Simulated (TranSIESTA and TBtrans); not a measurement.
Junction: Ge chain with one H atom inserted. Leads: straight Ge chain, spacing 2.4 Å. Geometry: 3 atoms about the centre moved by SIESTA (PBE, DZP) to a largest force of 0.01 eV/Å, all others as built, motion along the axis alone.

TranSIESTA and TBtrans, PBE, DZP numerical orbitals (energy shift 0.15 eV), PseudoDojo norm-conserving scalar-relativistic potentials, mesh cutoff 200 Ry, 300 K, no spin polarisation, no spin-orbit coupling; self-consistent non-equilibrium Green functions.

Energies count from the leads' Fermi level. Transmissions are for one spin of a degenerate pair. The energy step is 0.01 eV; narrower resonances are cut or missed.

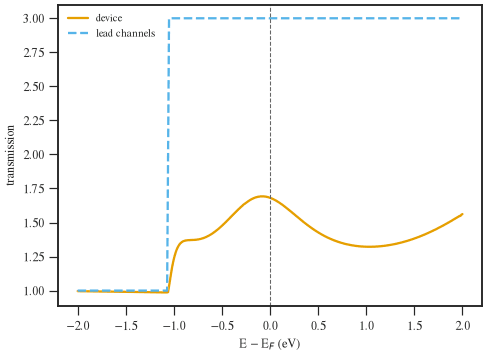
Transmission against energy

```
E (eV)     T  lead channels
------  ----  -------------
-2.00   1.00              1
-1.80   0.99              1
-1.60   0.99              1
-1.40   0.99              1
-1.20   0.99              1
-1.00   1.23              3
-0.80   1.37              3
-0.60   1.42              3
-0.40   1.55              3
-0.20   1.67              3
0.00    1.68              3
0.20    1.59              3
0.40    1.48              3
0.60    1.39              3
0.80    1.34              3
1.00    1.32              3
1.20    1.33              3
1.40    1.36              3
1.60    1.41              3
1.80    1.48              3
2.00    1.56              3
```

The straight chain is held at its spacing; free chains may zigzag or dimerise. No spin-polarised start was tried, so a magnetic state, if there is one, is missed.
